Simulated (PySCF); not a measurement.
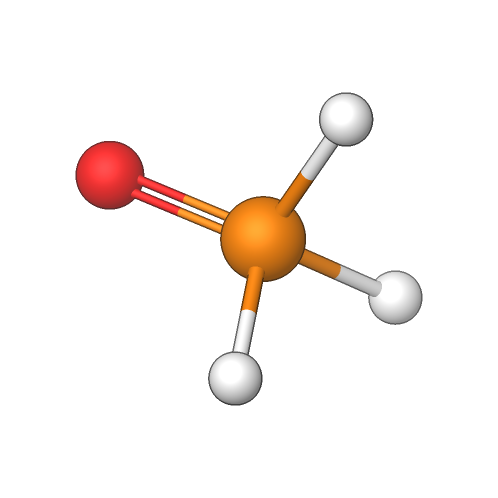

Rendered structure (ball-and-stick style). Double and triple bonds are drawn as two and three sticks. Colours: oxygen red, phosphorus orange, hydrogen white.

The computed structure is the end point of a GFN2-xTB optimisation. No frequency run is at hand to confirm it as a minimum.

> Which formula does it have?

H3OP, 5 atoms: 3 hydrogen, 1 oxygen and 1 phosphorus.

> How many bonds of each kind are drawn?

3 P–H, 1 O–P.

> How many atoms are distinct by symmetry?

3: 1 O, 1 P, 3 H.

> What is the point group of this geometry?

C3v.

> Write the SMILES.

O=[PH3]

More results for the same structure follow; atom numbers are the same in all pictures, views and colours differ.

Geometry

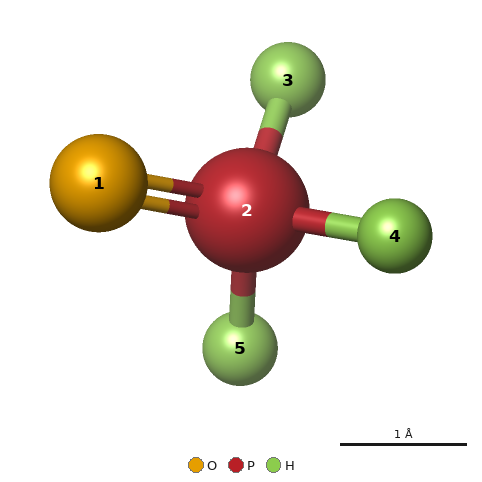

Atoms carry their numbers in the input. No frequency run is at hand to confirm it as a minimum.

Give the bond lengths.

```tsv
bond	length (Å)	order
O1–P2	1.453	double
P2–H3	1.387	single
P2–H4	1.387	single
P2–H5	1.387	single
```

Dipole moment

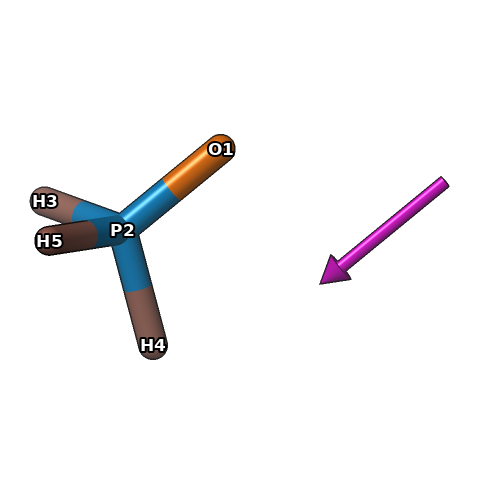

The arrow beside the molecule shows the direction of the dipole moment, from the negative to the positive end (its length means nothing). No frequency run is at hand to confirm it as a minimum. Properties computed with PBE0/def2-SVPD, gas phase (PySCF 2.14.0).

> How large is the dipole moment?

3.77 D; it points from the side of O1 to the side of H3, H4, H5 (the outermost atoms at the two ends).

Polarisability

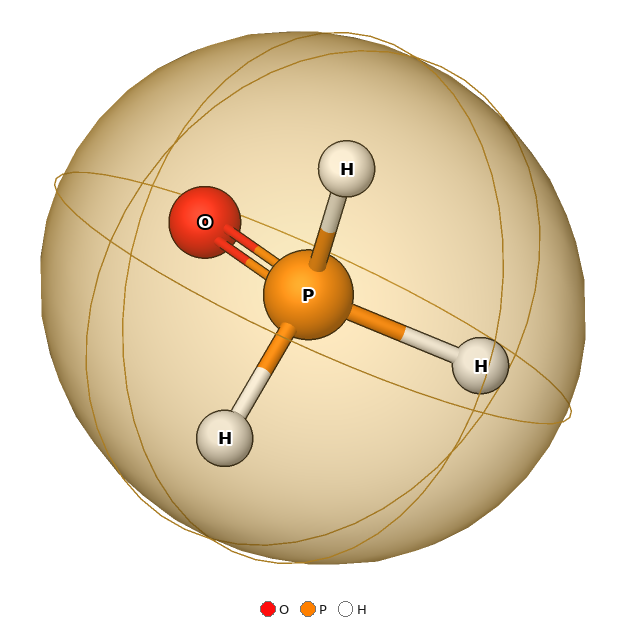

The ellipsoid shows the static dipole polarisability: its half-axes are proportional to the principal values. No frequency run is at hand to confirm it as a minimum. Method: PBE0/def2-SVPD (PySCF 2.14.0).

> How large and how anisotropic is the polarisability?

Principal values 26.8, 26.8, 31.3 bohr³; mean 28.3 bohr³ (4.20 Å³); anisotropy 4.5 bohr³, so the longest axis is 1.17 times the shortest.

Core levels

No frequency run is at hand to confirm it as a minimum. Properties computed with delta-SCF UKS SCAN, pcX-2 on the ionised atom, pcseg-1 elsewhere, spin-free X2C (PySCF 2.14.0).

Give the core-electron binding energies (to vacuum; p and d levels without spin–orbit splitting) of O1 1s, P2 1s, P2 2p.

```csv
atom,level,binding energy (eV)
O1,1s,536.9
P2,1s,2152.8
P2,2p,139.3
```

The geometry is semi-empirical. Around P such bond lengths and angles can be off by a tenth of an ångström or more and by several degrees, and values that hang on the shape move with them.
